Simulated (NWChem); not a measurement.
Run report: O₃, energy and gradient calculation (part 1 of 3)

- system: O₃, SMILES O=[O+][O-]
- method: B3LYP/6-31G*, RKS (NWChem 7.3.0)

The geometry comes from this level: PBE0-D4/def2-TZVP.

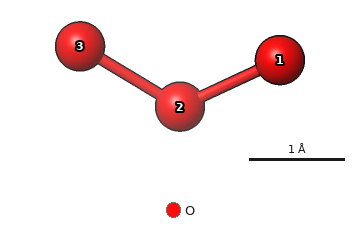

The structure (ball-and-stick view, seen at a tilt; atoms are numbered from 1 in the order of the input). Bond lengths as drawn: O–O 1.24 Å.

Input
```
start test
title "O3"
memory stack 880 mb heap 220 mb global 1100 mb

geometry units angstroms noautosym nocenter noautoz
  O        0.848700      -0.535900       0.409500
  O       -0.228900      -0.317600      -0.159400
  O       -0.619800       0.853500      -0.250100
end

basis spherical bse
  * library 6-31G*
end

dft
  xc b3lyp
  grid xfine
  convergence energy 1e-08
  iterations 100
  mulliken
end

task dft gradient
```

Machine: 1 thread of AMD EPYC (Zen 5), 16 GiB of memory available, shared host.

Launch command:
```bash
nwchem test.nw > test.out
```

Output
```
Northwest Computational Chemistry Package (NWChem) 7.3.0
             --------------------------------------------------------

           Job information
           ---------------

    nwchem branch   = 7.3.0
    use scalapack   = T
    input           = test.nw
    prefix          = test.
    data base       = ./test.db
    status          = startup
    nproc           =        1

           Memory information
           ------------------

    heap     =     28835836 doubles =      220.0 Mbytes
    stack    =    115343361 doubles =      880.0 Mbytes
    global   =    144179200 doubles =     1100.0 Mbytes (distinct from heap & stack)
    total    =    288358397 doubles =     2200.0 Mbytes
    verify   = yes
    hardfail = no

           Directory information
           ---------------------

  0 permanent = .
  0 scratch   = .

                                NWChem Input Module
                                -------------------

                                        O3
                                        --

 Scaling coordinates for geometry "geometry" by  1.889725989
 (inverse scale =  0.529177249)

                             Geometry "geometry" -> ""
                             -------------------------

 Output coordinates in angstroms (scale by  1.889725989 to convert to a.u.)

  No.       Tag          Charge          X              Y              Z
 ---- ---------------- ---------- -------------- -------------- --------------
    1 O                    8.0000     0.84870000    -0.53590000     0.40950000
    2 O                    8.0000    -0.22890000    -0.31760000    -0.15940000
    3 O                    8.0000    -0.61980000     0.85350000    -0.25010000

      Atomic Mass
      -----------

      O                 15.994910

 Effective nuclear repulsion energy (a.u.)      70.6416534451

            Nuclear Dipole moment (a.u.)
            ----------------------------
        X                 Y               Z
 ---------------- ---------------- ----------------
     0.0000000000     0.0000000000     0.0000000000

            XYZ format geometry
            -------------------
     3
 geometry
 O                     0.84870000    -0.53590000     0.40950000
 O                    -0.22890000    -0.31760000    -0.15940000
 O                    -0.61980000     0.85350000    -0.25010000

 ==============================================================================
                                internuclear distances
 ------------------------------------------------------------------------------
       center one      |      center two      | atomic units |  angstroms
 ------------------------------------------------------------------------------
    2 O                |   1 O                |     2.33939  |     1.23795
    3 O                |   2 O                |     2.33937  |     1.23794
 ------------------------------------------------------------------------------
                         number of included internuclear distances:          2
 ==============================================================================

 ==============================================================================
                                 internuclear angles
 ------------------------------------------------------------------------------
        center 1       |       center 2       |       center 3       |  degrees
 ------------------------------------------------------------------------------
    1 O                |   2 O                |   3 O                |   118.38
 ------------------------------------------------------------------------------
                            number of included internuclear angles:          1
 ==============================================================================

 Summary of "ao basis" -> "" (spherical)
 ------------------------------------------------------------------------------
       Tag                 Description            Shells   Functions and Types
 ---------------- ------------------------------  ------  ---------------------
 *                           6-31G*                   on all atoms

                                 NWChem DFT Module
                                 -----------------

                                        O3

                      Basis "ao basis" -> "ao basis" (spherical)
                      -----
  [basis functions not shown]

 Summary of "ao basis" -> "ao basis" (spherical)
 ------------------------------------------------------------------------------
       Tag                 Description            Shells   Functions and Types
 ---------------- ------------------------------  ------  ---------------------
 O                           6-31G*                  6       14   3s2p1d

 Summary of "ao basis" -> "ao basis" (spherical)
 ------------------------------------------------------------------------------
       Tag                 Description            Shells   Functions and Types
 ---------------- ------------------------------  ------  ---------------------
 O                           6-31G*                  6       14   3s2p1d

  Caching 1-el integrals
  itol2e modified to match energy
  convergence criterion.
  tol_rho modified to match energy
  convergence criterion.

            General Information
            -------------------
          SCF calculation type: DFT
          Wavefunction type:  closed shell.
          No. of atoms     :     3
          No. of electrons :    24
           Alpha electrons :    12
            Beta electrons :    12
          Charge           :     0
          Spin multiplicity:     1
          Use of symmetry is: off; symmetry adaption is: off
          Maximum number of iterations: 100
          AO basis - number of functions:    42
                     number of shells:    18
          Convergence on energy requested:  1.00D-08
          Convergence on density requested:  1.00D-05
          Convergence on gradient requested:  5.00D-04

              XC Information
              --------------
                         B3LYP Method XC Potential
                     Hartree-Fock (Exact) Exchange  0.200
                        Slater Exchange Functional  0.800 local
                    Becke 1988 Exchange Functional  0.720 non-local
              Lee-Yang-Parr Correlation Functional  0.810
                  VWN I RPA Correlation Functional  0.190 local

             Grid Information
             ----------------
          Grid used for XC integration:  xfine
          Radial quadrature: Mura-Knowles
          Angular quadrature: Lebedev.
          Tag              B.-S. Rad. Rad. Pts. Rad. Cut. Ang. Pts.
          ---              ---------- --------- --------- ---------
          O                   0.60      100           7.0      1454
          Grid pruning is: on
          Number of quadrature shells:   300
          Spatial weights used:  Erf1

          Convergence Information
          -----------------------
          Convergence aids based upon iterative change in
          total energy or number of iterations.
          Levelshifting, if invoked, occurs when the
          HOMO/LUMO gap drops below (HL_TOL):  1.00D-02
          DIIS, if invoked, will attempt to extrapolate
          using up to (NFOCK): 10 stored Fock matrices.

                    Damping( 0%)  Levelshifting(0.5)       DIIS
                  --------------- ------------------- ---------------
          dE  on:    start            ASAP                start
          dE off:    2 iters        100 iters           100 iters

      Screening Tolerance Information
      -------------------------------
          Density screening/tol_rho:  1.00D-11
          AO Gaussian exp screening on grid/accAOfunc:  18
          CD Gaussian exp screening on grid/accCDfunc:  20
          XC Gaussian exp screening on grid/accXCfunc:  20
          Schwarz screening/accCoul:  1.00D-09

      Superposition of Atomic Density Guess
      -------------------------------------

 Sum of atomic energies:        -224.26305671

      Non-variational initial energy
      ------------------------------

 Total energy =    -224.770920
 1-e energy   =    -450.172343
 2-e energy   =     154.759769
 HOMO         =      -0.302027
 LUMO         =      -0.138068

   Time after variat. SCF:      0.0

     ---------------------------------------------
      Total Density - Mulliken Population Analysis
     ---------------------------------------------

    Atom       Charge   Shell Charges
 -----------   ------   -------------------------------------------------------
    1 O    8     8.42   2.00  0.97  2.82  0.91  1.69  0.03
    2 O    8     7.17   2.00  0.91  2.19  0.84  1.14  0.09
    3 O    8     8.42   2.00  0.97  2.82  0.91  1.69  0.03
   Time prior to 1st pass:      0.0

 Grid_pts file          = ./test.gridpts.0
 Record size in doubles =  12289        No. of grid_pts per rec  =   3070
 Max. records in memory =    158        Max. recs in file   = *********

 Grid integrated density:      23.999999732673
 Requested integration accuracy:   0.10E-07

           Memory utilization after 1st SCF pass:
           Heap Space remaining (MW):        0.00                  34
          Stack Space remaining (MW):      115.34           115343004

   convergence    iter        energy       DeltaE   RMS-Dens  Diis-err    time
 ---------------- ----- ----------------- --------- --------- ---------  ------
 d= 0,ls=0.0,diis     1   -225.2041652022 -2.96D+02  3.81D-02  2.15D+00     0.3
 d= 0,ls=0.0,diis     2   -224.7396956853  4.64D-01  2.59D-02  7.59D+00     0.5
 d= 0,ls=0.0,diis     3   -225.3939152468 -6.54D-01  3.55D-03  6.41D-02     0.6
 d= 0,ls=0.0,diis     4   -225.3989814351 -5.07D-03  9.32D-04  6.83D-03     0.8
 d= 0,ls=0.0,diis     5   -225.3995870046 -6.06D-04  9.89D-05  2.01D-05     1.0
  Resetting Diis
 d= 0,ls=0.0,diis     6   -225.3995855598  1.44D-06  8.64D-05  3.18D-05     1.2
 d= 0,ls=0.0,diis     7   -225.3995883778 -2.82D-06  1.23D-04  4.28D-06     1.4
 d= 0,ls=0.0,diis     8   -225.3995809588  7.42D-06  1.01D-04  7.70D-05     1.6
 d= 0,ls=0.0,diis     9   -225.3995888005 -7.84D-06  4.68D-06  1.56D-07     1.8
 d= 0,ls=0.0,diis    10   -225.3995888124 -1.19D-08  1.23D-06  2.21D-08     2.0
 d= 0,ls=0.0,diis    11   -225.3995888142 -1.80D-09  2.60D-07  3.21D-10     2.2

         Total DFT energy =     -225.399588814159
      One electron energy =     -449.085606251396
           Coulomb energy =      178.597881736348
    Exchange-Corr. energy =      -25.553517744242
 Nuclear repulsion energy =       70.641653445132

 Numeric. integr. density =       23.999999997648

     Total iterative time =      2.1s

                       DFT Final Molecular Orbital Analysis
                       ------------------------------------

 Vector    1  Occ=2.000000D+00  E=-1.944658D+01
              MO Center= -2.3D-01, -3.2D-01, -1.6D-01, r^2= 1.5D-02
   Bfn.  Coefficient  Atom+Function         Bfn.  Coefficient  Atom+Function
  ----- ------------  ---------------      ----- ------------  ---------------
    15      0.995115  2 O  s                 16      0.028814  2 O  s

 Vector    2  Occ=2.000000D+00  E=-1.925919D+01
              MO Center=  9.8D-02,  1.7D-01,  7.2D-02, r^2= 1.1D+00
   Bfn.  Coefficient  Atom+Function         Bfn.  Coefficient  Atom+Function
  ----- ------------  ---------------      ----- ------------  ---------------
    29     -0.711542  3 O  s                  1      0.695612  1 O  s

 Vector    3  Occ=2.000000D+00  E=-1.925910D+01
              MO Center=  1.3D-01,  1.4D-01,  8.7D-02, r^2= 1.1D+00
   Bfn.  Coefficient  Atom+Function         Bfn.  Coefficient  Atom+Function
  ----- ------------  ---------------      ----- ------------  ---------------
     1      0.711498  1 O  s                 29      0.695567  3 O  s
```
